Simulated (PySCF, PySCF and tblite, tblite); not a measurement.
# (CH3)2CHCH2F (C₄H₉F): conformers and averaged spectra

Which conformers does (CH3)2CHCH2F (C₄H₉F) (`CC(C)CF`) populate, and what do their averaged NMR parameters look like?

Computed with tblite 0.8.0 (tight binding) and PySCF 2.14.0 (DFT, with response routines of our own); each step states its level. Atoms count from 0 throughout.

## 1. The starting structure

14 atoms, charge 0, multiplicity 1; geometry from: MMFF94s geometry.

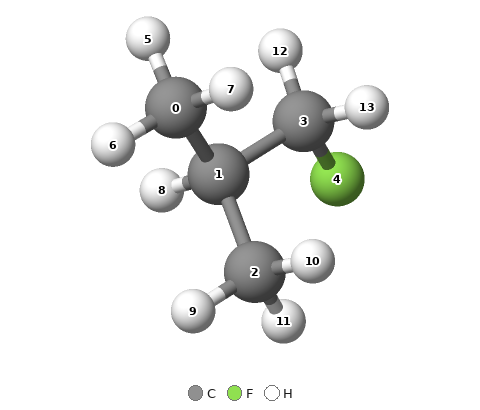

The starting geometry (carbon grey, fluorine green, hydrogen white), atoms numbered.

## 2. GFN2-xTB relaxation, conformer 1

What the job is given:

```
{"job": {"xc": "GFN2-xTB", "basis": "xTB", "kind": "relax"}, "charge": 0, "multiplicity": 1}
C     -0.386700     1.400600     0.191000
C      0.049100     0.071800    -0.402700
C     -1.015300    -1.000100    -0.187900
C      1.372200    -0.369100     0.223800
F      1.791200    -1.520300    -0.368800
H      0.355400     2.176400     0.016400
H     -1.327600     1.741000    -0.277600
H     -0.557100     1.334000     1.276000
H      0.212000     0.183500    -1.471400
H     -1.969000    -0.691100    -0.657100
H     -1.221700    -1.171400     0.871100
H     -0.726100    -1.951900    -0.637900
H      2.148200     0.379200     0.103300
H      1.274700    -0.583000     1.299800
```

On the command line:

```console
OMP_NUM_THREADS=1 python ens_run.py task.json out
```

The driver reads the study from task.json and runs its stages one after another.

What it wrote:

```text
step      E/eV     max force
  0    -486.80973    0.762
  1    -486.83484    0.238
  2    -486.83831    0.137
  3    -486.84023    0.105
  4    -486.84184    0.108
  5    -486.84280    0.088
  6    -486.84321    0.056
  7    -486.84345    0.044
  8    -486.84371    0.056
  9    -486.84395    0.054
 10    -486.84411    0.030
 11    -486.84411    0.030
 12    -486.84418    0.024
 13    -486.84436    0.026
 14    -486.84441    0.026
 15    -486.84453    0.025
 16    -486.84462    0.022
 17    -486.84474    0.028
 18    -486.84482    0.025
 19    -486.84489    0.022
 20    -486.84496    0.024
 21    -486.84504    0.028
 22    -486.84512    0.028
 23    -486.84517    0.015
 24    -486.84520    0.016
 25    -486.84522    0.018
 26    -486.84526    0.020
 27    -486.84531    0.023
 28    -486.84538    0.021
 29    -486.84546    0.024
 30    -486.84556    0.030
 31    -486.84567    0.033
 32    -486.84578    0.028
 33    -486.84585    0.022
 34    -486.84590    0.016
 35    -486.84594    0.015
 36    -486.84597    0.013
 37    -486.84599    0.008
 38    -486.84600    0.008
 39    -486.84601    0.008
 40    -486.84602    0.008
 41    -486.84603    0.007
 42    -486.84603    0.010
 43    -486.84604    0.010
 44    -486.84606    0.008
 45    -486.84607    0.008
 46    -486.84607    0.006
 47    -486.84608    0.006
 48    -486.84608    0.004
 49    -486.84608    0.003
```

Run time: 0.12 s. Hardware: 1 thread of Arm Neoverse V2, shared host.

Relaxing gained 0.036 eV and moved the atoms by 0.04 Å on average (rms).

**GFN2-xTB relaxation, conformer 2**

What the job is given:

```
{"job": {"xc": "GFN2-xTB", "basis": "xTB", "kind": "relax"}, "charge": 0, "multiplicity": 1}
C     -0.384800     1.376500    -0.207300
C     -0.055700     0.036100     0.416200
C      1.411400    -0.341200     0.135500
C     -0.997500    -1.049100    -0.083900
F     -0.870800    -1.191200    -1.415000
H     -1.432100     1.661500     0.016200
H      0.261400     2.170500     0.177600
H     -0.273400     1.355900    -1.291200
H     -0.167100     0.115800     1.513600
H      2.079100     0.423600     0.529400
H      1.579400    -0.431000    -0.946000
H      1.658900    -1.295300     0.603300
H     -0.773500    -2.023300     0.391000
H     -2.036100    -0.809300     0.138400
```

What it wrote:

```text
step      E/eV     max force
  0    -486.77902    1.057
  1    -486.81460    0.224
  2    -486.81750    0.134
  3    -486.81955    0.107
  4    -486.82077    0.106
  5    -486.82216    0.094
  6    -486.82270    0.057
  7    -486.82296    0.052
  8    -486.82313    0.030
  9    -486.82313    0.030
 10    -486.82320    0.024
 11    -486.82330    0.020
 12    -486.82334    0.025
 13    -486.82342    0.018
 14    -486.82346    0.019
 15    -486.82349    0.020
 16    -486.82353    0.020
 17    -486.82359    0.020
 18    -486.82363    0.018
 19    -486.82366    0.019
 20    -486.82369    0.017
 21    -486.82372    0.020
 22    -486.82376    0.016
 23    -486.82380    0.015
 24    -486.82382    0.013
 25    -486.82384    0.013
 26    -486.82386    0.013
 27    -486.82389    0.017
 28    -486.82391    0.017
 29    -486.82393    0.012
 30    -486.82396    0.013
 31    -486.82399    0.014
 32    -486.82401    0.016
 33    -486.82404    0.014
 34    -486.82407    0.017
 35    -486.82409    0.012
 36    -486.82410    0.006
 37    -486.82410    0.005
 38    -486.82411    0.005
 39    -486.82411    0.003
```

It took 0.12 s on 1 thread of Arm Neoverse V2, shared host.

The energy fell by 0.045 eV, and the atoms moved 0.03 Å (root mean square).

## 3. DFT optimisation, start 1: PBE0-D3(BJ)/def2-SVP

What the job is given:

```
{"job": {"kind": "geom", "xc": "PBE0", "basis": "def2-SVP", "d3": "d3bj", "grid": 1, "maxiter": 40}, "charge": 0, "multiplicity": 1}
C     -0.386443     1.408085     0.191003
C      0.038050     0.067909    -0.401873
C     -1.034637    -0.995782    -0.182091
C      1.358968    -0.374457     0.222990
F      1.845855    -1.493259    -0.410988
H      0.369093     2.169634     0.012007
H     -1.319425     1.737495    -0.258795
H     -0.536613     1.317146     1.264785
H      0.202936     0.185315    -1.478265
H     -1.954255    -0.718587    -0.691182
H     -1.246545    -1.106645     0.879535
H     -0.699271    -1.954161    -0.570629
H      2.128419     0.398455     0.123733
H      1.233192    -0.641622     1.277603
```

What it wrote:

```text
step      E/eV     max force
  0     -6999.10768   0.7949
  1     -6999.14911   0.3308
  2     -6999.14534   0.2679
  3     -6999.15289   0.0443
  4     -6999.15312   0.0094
```

Run time: 17 s. Hardware: 1 thread of Arm Neoverse V2, shared host; peak memory 0.47 GiB.

Relaxing gained 0.045 eV and moved the atoms by 0.05 Å on average (rms).

## 4. DFT optimisation, start 2: PBE0-D3(BJ)/def2-SVP

What the job is given:

```
{"job": {"kind": "geom", "xc": "PBE0", "basis": "def2-SVP", "d3": "d3bj", "grid": 1, "maxiter": 40}, "charge": 0, "multiplicity": 1}
C     -0.392313     1.386368    -0.200615
C     -0.043095     0.041182     0.432189
C      1.407311    -0.338027     0.141823
C     -0.987996    -1.046344    -0.078106
F     -0.874376    -1.198024    -1.439658
H     -1.413023     1.673249     0.043063
H      0.279876     2.160621     0.160375
H     -0.299459     1.323310    -1.282221
H     -0.190415     0.102622     1.516256
H      2.080539     0.435106     0.503160
H      1.554001    -0.452405    -0.929532
H      1.665077    -1.276167     0.628562
H     -0.752192    -2.020487     0.363284
H     -2.034614    -0.791477     0.119251
```

What it wrote:

```text
step      E/eV     max force
  0     -6999.11246   0.7628
  1     -6999.14807   0.1223
  2     -6999.14870   0.0311
  3     -6999.14866   0.0174
```

Run time: 13 s. Hardware: 1 thread of Arm Neoverse V2, shared host; peak memory 0.47 GiB.

The energy fell by 0.036 eV, and the atoms moved 0.02 Å (root mean square).

## 5. Shieldings, conformer 1: PBE0/pcSseg-1 in chloroform

What the job is given:

```
{"job": {"xc": "PBE0", "basis": "pcSseg-1", "solvent": "chloroform", "kind": "nmr", "pop": true}, "charge": 0, "multiplicity": 1}
C     -0.380530     1.405441     0.203223
C      0.039305     0.064996    -0.386005
C     -1.026632    -1.006714    -0.200523
C      1.361547    -0.376610     0.210946
F      1.786697    -1.551688    -0.361777
H      0.380976     2.183977     0.037379
H     -1.319753     1.756138    -0.250315
H     -0.549892     1.326502     1.290305
H      0.213125     0.197736    -1.469481
H     -1.963132    -0.729920    -0.708294
H     -1.254926    -1.151605     0.869148
H     -0.685767    -1.969687    -0.606711
H      2.140141     0.389999     0.049492
H      1.258165    -0.539038     1.300446
```

What it wrote:

```text
coarse grid: 11016 points
cycle   1  E = -257.2859246079  dE =  2.642e-01  |g| = 4.957e-01  |ddm| = 2.962e+00
cycle   2  E = -257.2678384387  dE =  1.809e-02  |g| = 6.197e-01  |ddm| = 7.513e-01
cycle   3  E = -257.3336235627  dE = -6.579e-02  |g| = 4.689e-02  |ddm| = 4.197e-01
cycle   4  E = -257.3339169298  dE = -2.934e-04  |g| = 2.466e-02  |ddm| = 4.378e-02
cycle   5  E = -257.3340453474  dE = -1.284e-04  |g| = 3.402e-03  |ddm| = 2.051e-02
cycle   6  E = -257.3340475908  dE = -2.243e-06  |g| = 1.163e-03  |ddm| = 3.139e-03
final grid: 104784 points
cycle   7  E = -257.3708382016  dE = -3.229e-05  |g| = 8.268e-03  |ddm| = 2.279e-02
cycle   8  E = -257.3708298746  dE =  8.327e-06  |g| = 1.051e-02  |ddm| = 1.470e-02
cycle   9  E = -257.3708550790  dE = -2.520e-05  |g| = 8.803e-04  |ddm| = 7.939e-03
cycle  10  E = -257.3708551966  dE = -1.176e-07  |g| = 1.864e-04  |ddm| = 7.085e-04
cycle  11  E = -257.3708552016  dE = -5.007e-09  |g| = 4.171e-05  |ddm| = 1.269e-04
cycle  12  E = -257.3708552020  dE = -3.539e-10  |g| = 1.433e-05  |ddm| = 3.969e-05
converged SCF energy = -257.3708552020

GIAO shielding tensors (ppm)
atom      isotropic    diamagn.    paramagn.     s11        s22        s33       span
  0 C      167.099     248.072     -80.974    152.781    159.363    189.152     36.371
  1 C      153.184     246.224     -93.040    144.312    155.113    160.128     15.816
  2 C      165.119     247.856     -82.737    149.072    160.653    185.632     36.560
  3 C       93.932     244.239    -150.307     56.393     79.426    145.976     89.584
  4 F      421.880     473.149     -51.269    382.525    426.216    456.899     74.375
  5 H       30.384      29.686       0.698     25.856     27.799     37.497     11.641
  6 H       30.188      29.709       0.479     26.090     27.839     36.634     10.544
  7 H       30.823      30.242       0.581     27.186     28.765     36.517      9.331
  8 H       29.516      31.384      -1.868     26.402     27.383     34.764      8.362
  9 H       30.245      29.768       0.477     26.116     27.855     36.764     10.648
 10 H       30.773      30.269       0.504     27.538     28.283     36.499      8.961
 11 H       29.712      29.737      -0.025     24.785     28.621     35.729     10.944
 12 H       26.743      29.276      -2.533     22.140     28.279     29.809      7.669
 13 H       27.344      29.643      -2.298     23.192     28.457     30.384      7.192
```

Wall time 11 s (1 thread of Arm Neoverse V2, shared host); peak memory 0.7 GiB.

In short: HOMO -8.90 eV, LUMO 1.61 eV; dipole 2.09 D.

The fields below are evaluated on a grid from the run's orbitals.

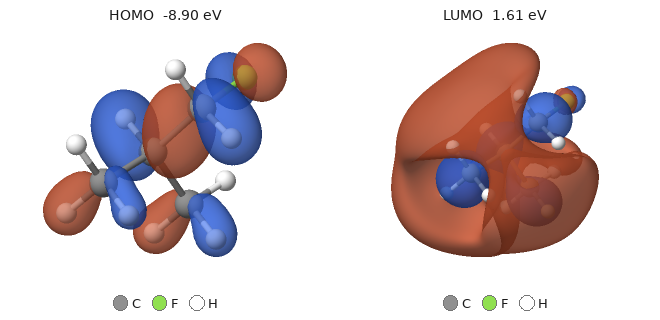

Frontier orbitals at PBE0/pcSseg-1; each surface holds 70 % of the orbital's density, blue and red mark the sign.

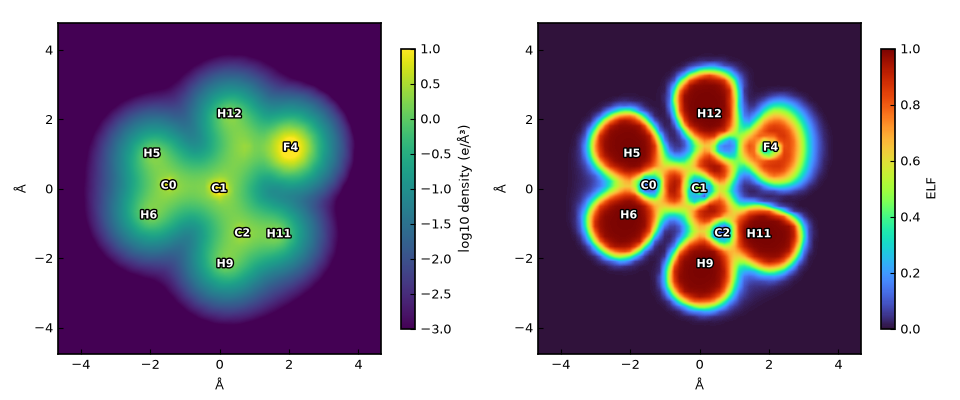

Density (left) and ELF (right) in a plane through or near 9 of the atoms.

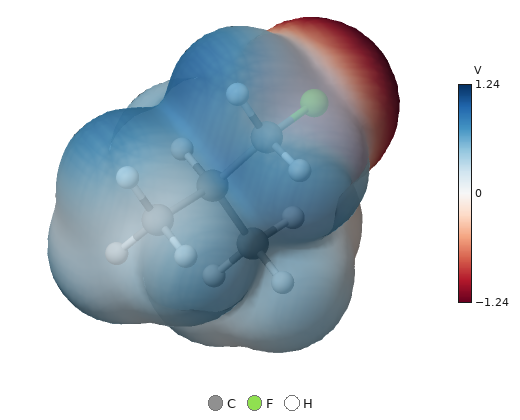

Electrostatic potential on the surface of density 0.002 e/bohr³; red is low, blue high. It runs from -1.24 V near F4 to 0.88 V near H12.

## 6. Single-point energy, conformer 1: CAM-B3LYP/def2-TZVP in chloroform

Changed since step 5:

```diff
@@ -1,2 +1,2 @@
-{"job": {"xc": "PBE0", "basis": "pcSseg-1", "solvent": "chloroform", "kind": "nmr", "pop": true}, "charge": 0, "multiplicity": 1}
+{"job": {"xc": "CAM-B3LYP", "basis": "def2-TZVP", "solvent": "chloroform", "kind": "sp"}, "charge": 0, "multiplicity": 1}
 C     -0.380530     1.405441     0.203223
```

What it wrote:

```text
coarse grid: 11016 points
cycle   1  E = -257.6312545579  dE =  3.739e-01  |g| = 5.217e-01  |ddm| = 2.449e+00
cycle   2  E = -257.6235567347  dE =  7.698e-03  |g| = 6.228e-01  |ddm| = 7.485e-01
cycle   3  E = -257.6791948114  dE = -5.564e-02  |g| = 4.961e-02  |ddm| = 4.175e-01
cycle   4  E = -257.6795219685  dE = -3.272e-04  |g| = 2.527e-02  |ddm| = 4.253e-02
cycle   5  E = -257.6796600605  dE = -1.381e-04  |g| = 3.836e-03  |ddm| = 1.905e-02
cycle   6  E = -257.6796633065  dE = -3.246e-06  |g| = 6.367e-04  |ddm| = 3.271e-03
final grid: 104784 points
cycle   7  E = -257.6765728193  dE = -4.885e-05  |g| = 4.612e-03  |ddm| = 3.828e-02
cycle   8  E = -257.6765729013  dE = -8.208e-08  |g| = 4.791e-03  |ddm| = 6.219e-03
cycle   9  E = -257.6765772989  dE = -4.398e-06  |g| = 5.769e-04  |ddm| = 2.858e-03
cycle  10  E = -257.6765773361  dE = -3.713e-08  |g| = 2.485e-04  |ddm| = 5.701e-04
cycle  11  E = -257.6765773468  dE = -1.069e-08  |g| = 2.593e-05  |ddm| = 2.249e-04
cycle  12  E = -257.6765773469  dE = -1.608e-10  |g| = 9.773e-06  |ddm| = 3.409e-05
converged SCF energy = -257.6765773469
```

It took 8.9 s on 1 thread of Arm Neoverse V2, shared host; peak memory 0.91 GiB.

This run: HOMO -10.35 eV, LUMO 2.11 eV; dipole 2.11 D.

## 7. Shieldings, conformer 2: PBE0/pcSseg-1 in chloroform

What the job is given:

```
{"job": {"xc": "PBE0", "basis": "pcSseg-1", "solvent": "chloroform", "kind": "nmr", "pop": false}, "charge": 0, "multiplicity": 1}
C     -0.398673     1.388025    -0.197623
C     -0.045188     0.035020     0.410897
C      1.407348    -0.342894     0.141409
C     -0.986367    -1.046792    -0.084862
F     -0.857331    -1.209927    -1.446065
H     -1.430373     1.684355     0.048594
H      0.275881     2.176822     0.167620
H     -0.313318     1.348250    -1.294233
H     -0.199873     0.088441     1.504420
H      2.095556     0.431193     0.512554
H      1.577091    -0.459323    -0.939766
H      1.673804    -1.294590     0.627328
H     -0.762259    -2.014773     0.397370
H     -2.036976    -0.784278     0.130188
```

What it wrote:

```text
coarse grid: 11016 points
cycle   1  E = -257.2837260353  dE =  2.624e-01  |g| = 5.015e-01  |ddm| = 2.960e+00
cycle   2  E = -257.2626843687  dE =  2.104e-02  |g| = 6.372e-01  |ddm| = 7.562e-01
cycle   3  E = -257.3328849999  dE = -7.020e-02  |g| = 4.816e-02  |ddm| = 4.291e-01
cycle   4  E = -257.3331983140  dE = -3.133e-04  |g| = 2.451e-02  |ddm| = 4.367e-02
cycle   5  E = -257.3333227895  dE = -1.245e-04  |g| = 3.734e-03  |ddm| = 1.966e-02
cycle   6  E = -257.3333255770  dE = -2.788e-06  |g| = 9.949e-04  |ddm| = 3.323e-03
final grid: 104784 points
cycle   7  E = -257.3707574001  dE = -3.286e-05  |g| = 8.283e-03  |ddm| = 2.220e-02
cycle   8  E = -257.3707491453  dE =  8.255e-06  |g| = 1.053e-02  |ddm| = 1.425e-02
cycle   9  E = -257.3707741503  dE = -2.501e-05  |g| = 8.378e-04  |ddm| = 7.645e-03
cycle  10  E = -257.3707742561  dE = -1.059e-07  |g| = 2.096e-04  |ddm| = 6.716e-04
cycle  11  E = -257.3707742627  dE = -6.603e-09  |g| = 3.914e-05  |ddm| = 1.447e-04
cycle  12  E = -257.3707742630  dE = -2.958e-10  |g| = 1.439e-05  |ddm| = 3.652e-05
converged SCF energy = -257.3707742630

GIAO shielding tensors (ppm)
atom      isotropic    diamagn.    paramagn.     s11        s22        s33       span
  0 C      165.047     247.685     -82.637    144.318    163.522    187.301     42.983
  1 C      152.625     246.248     -93.623    146.133    151.694    160.048     13.914
  2 C      165.232     247.685     -82.452    144.832    163.559    187.305     42.473
  3 C       94.726     242.616    -147.890     63.504     83.079    137.595     74.091
  4 F      443.193     474.830     -31.637    406.927    456.429    466.223     59.296
  5 H       30.230      29.725       0.505     26.067     27.326     37.296     11.228
  6 H       30.312      29.815       0.497     25.868     28.504     36.563     10.695
  7 H       30.028      30.150      -0.122     26.287     29.054     34.744      8.456
  8 H       29.877      31.452      -1.575     25.915     27.949     35.766      9.852
  9 H       30.312      29.816       0.496     25.880     28.492     36.564     10.684
 10 H       30.028      30.158      -0.130     26.276     29.080     34.727      8.451
 11 H       30.232      29.721       0.511     26.063     27.326     37.307     11.244
 12 H       26.794      29.030      -2.237     22.634     26.665     31.082      8.448
 13 H       26.804      29.046      -2.242     22.686     26.673     31.052      8.367
```

It took 7.3 s on 1 thread of Arm Neoverse V2, shared host; peak memory 0.73 GiB.

This run: HOMO -8.96 eV, LUMO 1.53 eV; dipole 2.08 D.

## 8. Single-point energy, conformer 2: CAM-B3LYP/def2-TZVP in chloroform

Changed since step 7:

```diff
@@ -1,2 +1,2 @@
-{"job": {"xc": "PBE0", "basis": "pcSseg-1", "solvent": "chloroform", "kind": "nmr", "pop": false}, "charge": 0, "multiplicity": 1}
+{"job": {"xc": "CAM-B3LYP", "basis": "def2-TZVP", "solvent": "chloroform", "kind": "sp"}, "charge": 0, "multiplicity": 1}
 C     -0.398673     1.388025    -0.197623
```

What it wrote:

```text
coarse grid: 11016 points
cycle   1  E = -257.6289850883  dE =  3.713e-01  |g| = 5.274e-01  |ddm| = 2.443e+00
cycle   2  E = -257.6197764443  dE =  9.209e-03  |g| = 6.355e-01  |ddm| = 6.960e-01
cycle   3  E = -257.6783483202  dE = -5.857e-02  |g| = 4.957e-02  |ddm| = 3.842e-01
cycle   4  E = -257.6786749836  dE = -3.267e-04  |g| = 2.490e-02  |ddm| = 4.205e-02
cycle   5  E = -257.6788071040  dE = -1.321e-04  |g| = 4.021e-03  |ddm| = 1.859e-02
cycle   6  E = -257.6788106342  dE = -3.530e-06  |g| = 6.219e-04  |ddm| = 3.850e-03
final grid: 104784 points
cycle   7  E = -257.6761645042  dE = -4.928e-05  |g| = 4.789e-03  |ddm| = 3.869e-02
cycle   8  E = -257.6761644803  dE =  2.396e-08  |g| = 5.051e-03  |ddm| = 7.017e-03
cycle   9  E = -257.6761692068  dE = -4.727e-06  |g| = 5.717e-04  |ddm| = 2.971e-03
cycle  10  E = -257.6761692430  dE = -3.621e-08  |g| = 2.525e-04  |ddm| = 5.376e-04
cycle  11  E = -257.6761692545  dE = -1.146e-08  |g| = 2.867e-05  |ddm| = 2.581e-04
cycle  12  E = -257.6761692547  dE = -1.906e-10  |g| = 8.852e-06  |ddm| = 4.191e-05
converged SCF energy = -257.6761692547
```

Run time: 9 s. Hardware: 1 thread of Arm Neoverse V2, shared host; peak memory 0.92 GiB.

In short: HOMO -10.41 eV, LUMO 2.03 eV; dipole 2.13 D.

(Part 1 of 2 ends here.)
